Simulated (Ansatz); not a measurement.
Abstraction of H: GaH(SH)2 + In(CH2)(CH3)(OH) → Ga(SH)2 + In(CH3)2(OH)

Species: GaH(SH)2, singlet; In(CH2)(CH3)(OH), doublet; Ga(SH)2, doublet; In(CH3)2(OH), singlet. A radical takes H: the energy is the difference in strength between the Ga–H bond broken and the C–H bond made.

Shapes, held fixed at every level: PBE0-D4/def2-TZVP. Flexible molecules stand in one conformer, not always the lowest. Programs: Ansatz 0.2.0. Electronic energies: no zero-point or thermal term.

```csv
level,kind,ΔE (kJ/mol),CPU time (sum over the molecules)
HF/def2-TZVPP,Hartree–Fock,-70.0,–
r2SCAN-D4/def2-TZVPP,meta-GGA,-99.9,64 s
PBE0-D4/def2-TZVPP,global hybrid,-108.3,44 s
wB97M-V/def2-TZVPP,range-separated hybrid,-107.1,2.3 min
wB97X-V/def2-TZVPP,range-separated hybrid,-96.5,1.7 min
B2PLYP/def2-TZVPP,double hybrid,-107.1,68 s
MP2/def2-TZVPP,perturbation theory,-109.7,–
```

MP2/def2-TZVPP gives ΔE = -109.7 kJ/mol; the levels span -109.7 to -70.0. The median of the levels is -107.1. No measured value is set beside it here. Open shells run unrestricted unless RO is named. For atoms past krypton def2 sets carry core potentials with scalar relativity. Relativity is left out for Ga unless named. Correlated rows may include outer-core shells of Ga, In, which these sets cover unevenly. Times are processor times on shared x86 and Arm servers, and rough.

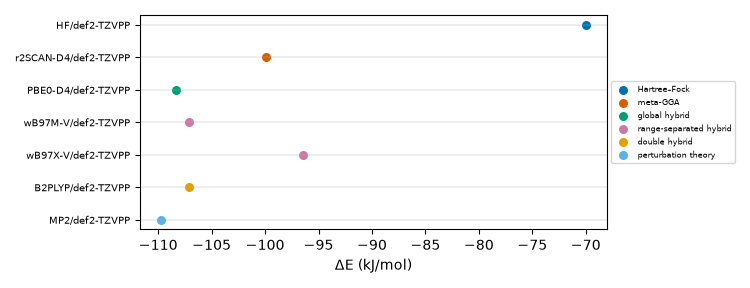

The values of the table, level by level.
